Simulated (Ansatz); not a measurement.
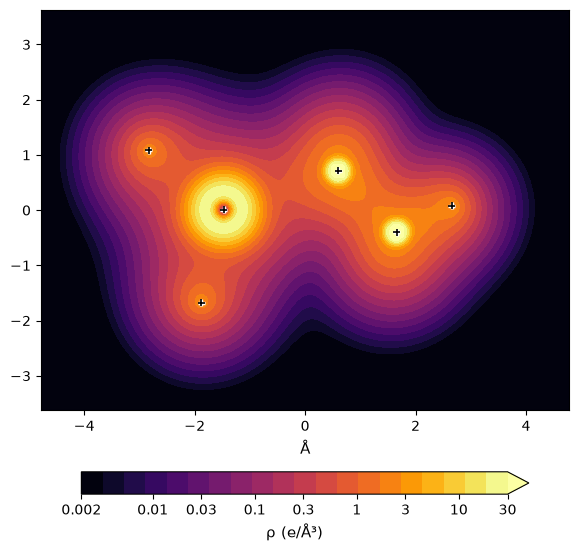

The electron density on a plane through atoms (crosses mark nuclei in the plane).

Method: isolated molecule in a Gaussian basis; Kohn-Sham density functional theory, functional PBE0 (Ansatz 0.2.0).

Candidates:
A. CH$_{3}$NaSi (SMILES C[Si][Na]) (triplet)
B. C$_{2}$H$_{7}$Sn (SMILES C[CH2][SnH2+]) (charge +1)
C. AlBNP (SMILES [N]1[B]2[P][Al]12) (triplet)

Which system is this?

Candidate B: C$_{2}$H$_{7}$Sn on the plane of atoms H6, Sn3 and H10, which holds C, Sn and H. C–C (1.53 Å): ρ at the midpoint is about 1.6 e/Å³. C–Sn (2.19 Å): ρ is about 0.69 e/Å³ halfway.
